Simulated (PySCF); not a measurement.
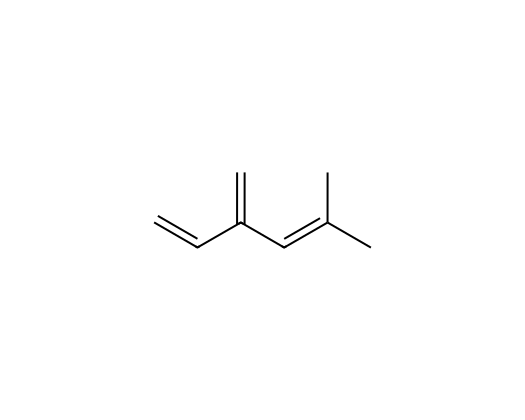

2D structure.

**Transcribe the drawing into SMILES.**

C=CC(=C)C=C(C)C

**What is the molecular formula?**

C8H12.

**An optimisation with GFN2-xTB gave a structure of which point group?**

C1. Other conformers may differ.

More results for the same structure follow; atom numbers are the same in all pictures, views and colours differ. Computed geometry: GFN2-xTB optimisation. No frequency run is at hand to confirm it as a minimum.

Charges

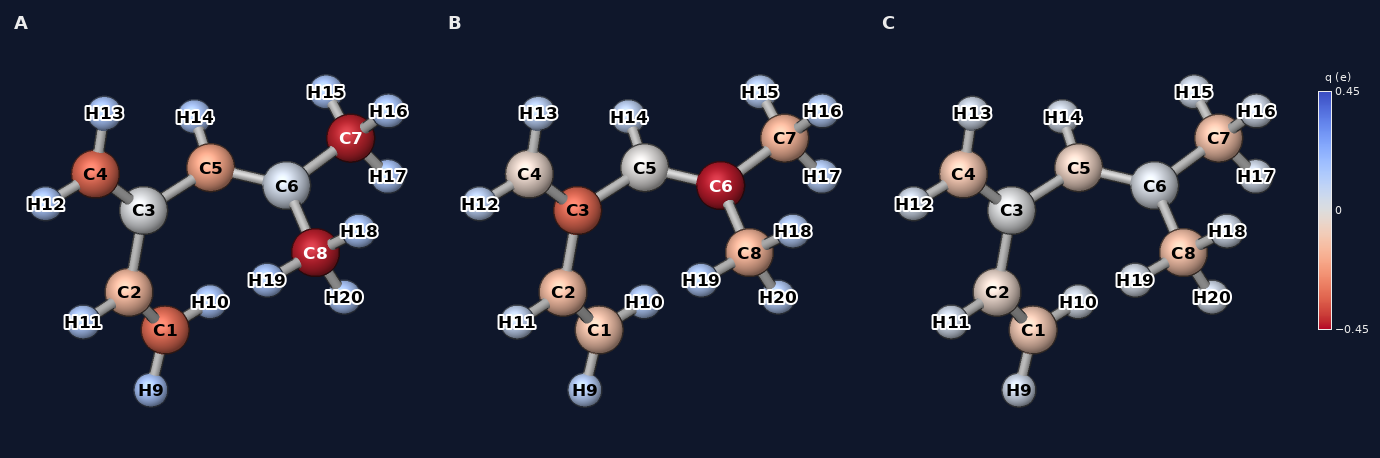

Atomic charges of one calculation by 3 schemes, on one colour scale. No frequency run is at hand to confirm it as a minimum. Method: PBE0/pcSseg-1 (PySCF 2.14.0).

**The schemes are Hirshfeld, IAO, Mulliken. Which panel shows which?**

A IAO, B Mulliken, C Hirshfeld.

List the charges (e), one line for each set of equivalent atoms.

| atom | IAO | Mulliken | Hirshfeld |
| --- | --- | --- | --- |
| C1 | −0.31 | −0.11 | −0.10 |
| C2 | −0.14 | −0.13 | −0.04 |
| C3 | 0.01 | −0.32 | 0.01 |
| C4 | −0.32 | −0.04 | −0.10 |
| C5 | −0.19 | −0.01 | −0.06 |
| C6 | 0.04 | −0.43 | 0.02 |
| C7 | −0.42 | −0.15 | −0.12 |
| C8 | −0.43 | −0.15 | −0.12 |
| H9 | 0.15 | 0.12 | 0.05 |
| H10 | 0.15 | 0.13 | 0.04 |
| H11 | 0.14 | 0.08 | 0.05 |
| H12 | 0.14 | 0.10 | 0.04 |
| H13 | 0.15 | 0.10 | 0.04 |
| H14 | 0.14 | 0.09 | 0.04 |
| H15 | 0.14 | 0.11 | 0.04 |
| H16 | 0.15 | 0.12 | 0.04 |
| H17 | 0.15 | 0.12 | 0.04 |
| H18 | 0.15 | 0.12 | 0.04 |
| H19 | 0.15 | 0.14 | 0.03 |
| H20 | 0.15 | 0.12 | 0.04 |

Dipole moment

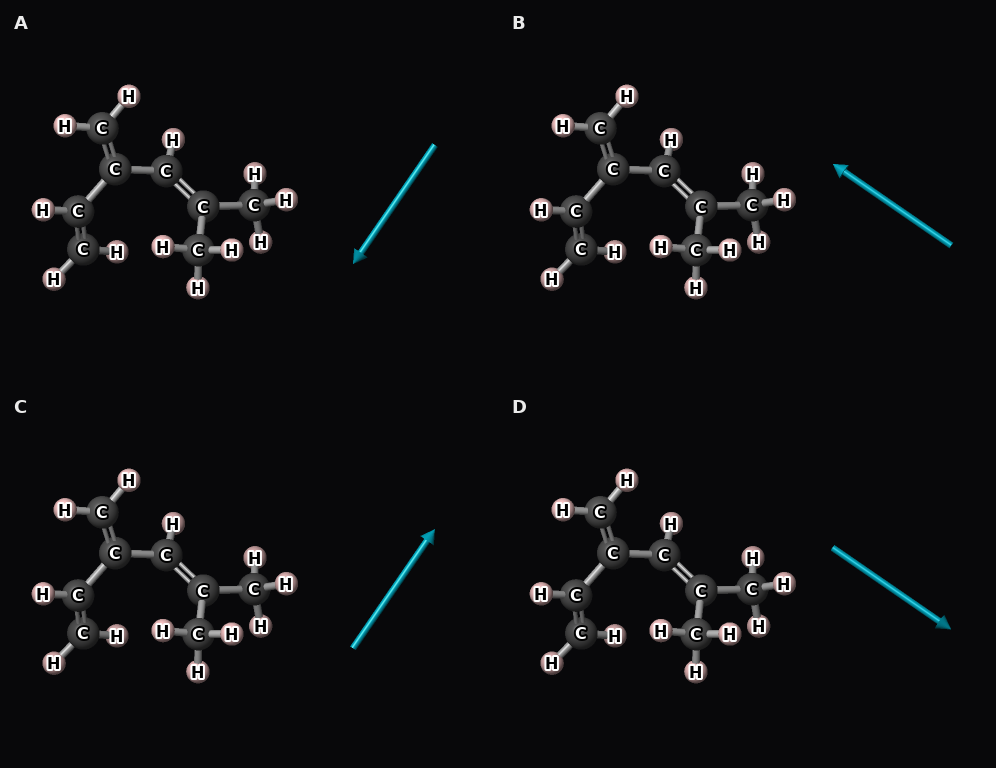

The same molecule four times, each with an arrow. No frequency run is at hand to confirm it as a minimum. Level of theory: PBE0/pcSseg-1, gas phase (PySCF 2.14.0).

**Which arrow points along the dipole moment, from the negative to the positive end?**

D. The dipole moment is 0.72 D.

Polarisability

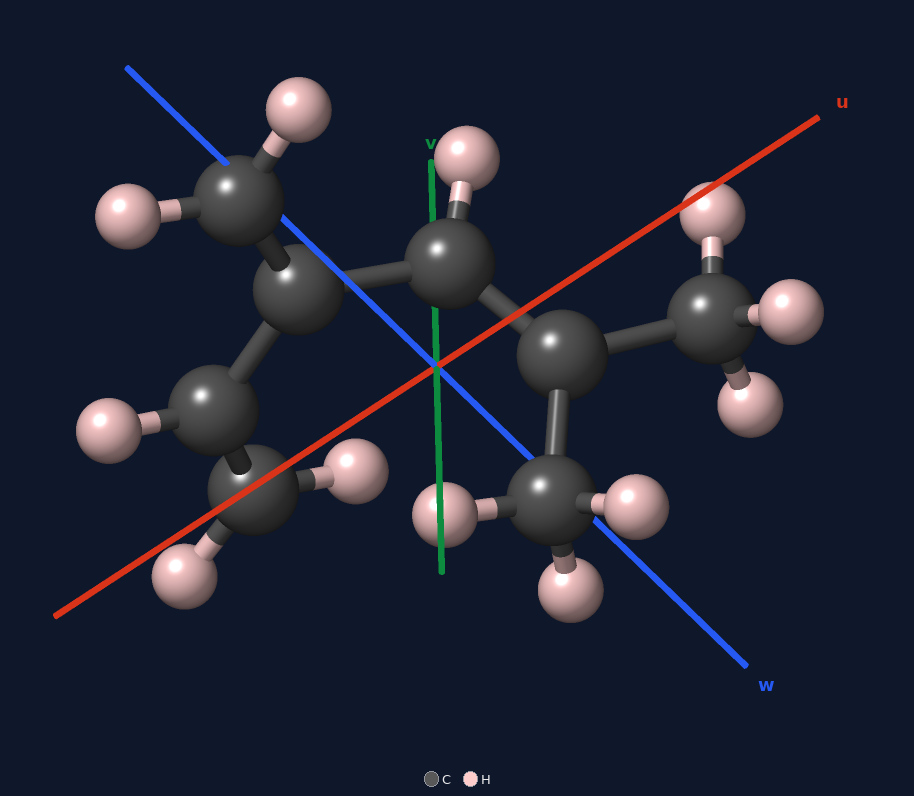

The lines u, v and w are the principal axes of the static dipole polarisability. No frequency run is at hand to confirm it as a minimum. Method: PBE0/def2-SVPD (PySCF 2.14.0).

**Along which axis is the molecule most polarisable, and along which least?**

Most along w, least along v.

**Give the three principal values.**

u 100.3, v 77.9, w 123.1 bohr³; mean 100.4, anisotropy 39.1 bohr³.

NMR shielding

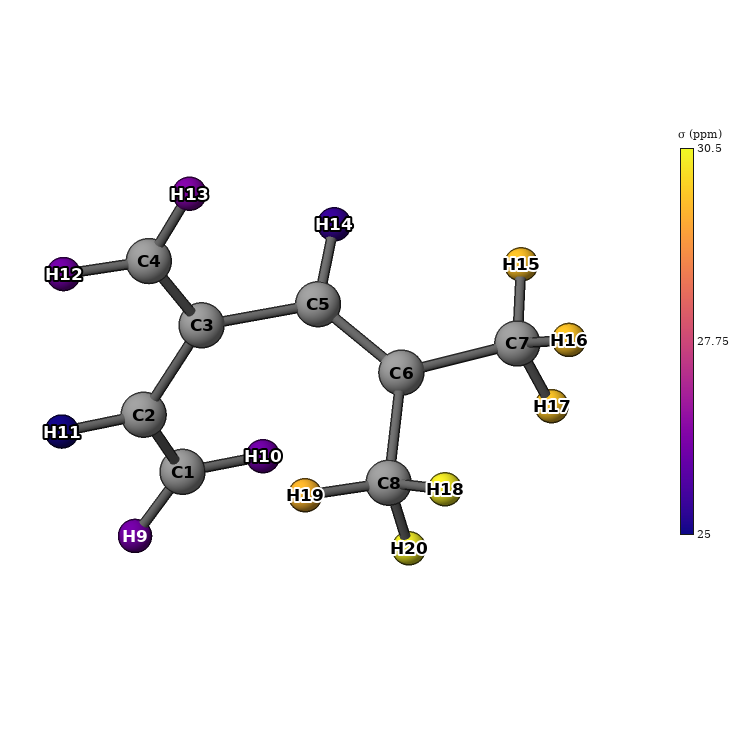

Atoms are coloured by their isotropic NMR shieldings (H only, the others grey). No frequency run is at hand to confirm it as a minimum. Level of theory: GIAO PBE0/pcSseg-1 NMR shielding, non-relativistic, gas phase (PySCF 2.14.0).

**Which H atom is the most shielded (lowest chemical shift)?**

H20 (30.35 ppm).

**Which H atom is the least shielded (highest chemical shift)?**

H11 (25.05 ppm).

**How wide is the range of H shifts?**

5.30 ppm.

Give the isotropic NMR shieldings of the H atoms atom by atom.

| atom | σ (ppm) |
| --- | --- |
| H9 | 26.26 |
| H10 | 26.22 |
| H11 | 25.05 |
| H12 | 26.23 |
| H13 | 26.45 |
| H14 | 25.45 |
| H15 | 29.78 |
| H16 | 29.80 |
| H17 | 29.83 |
| H18 | 30.34 |
| H19 | 29.63 |
| H20 | 30.35 |

Mulliken values depend strongly on the basis set and can even reverse the polarity of a bond.
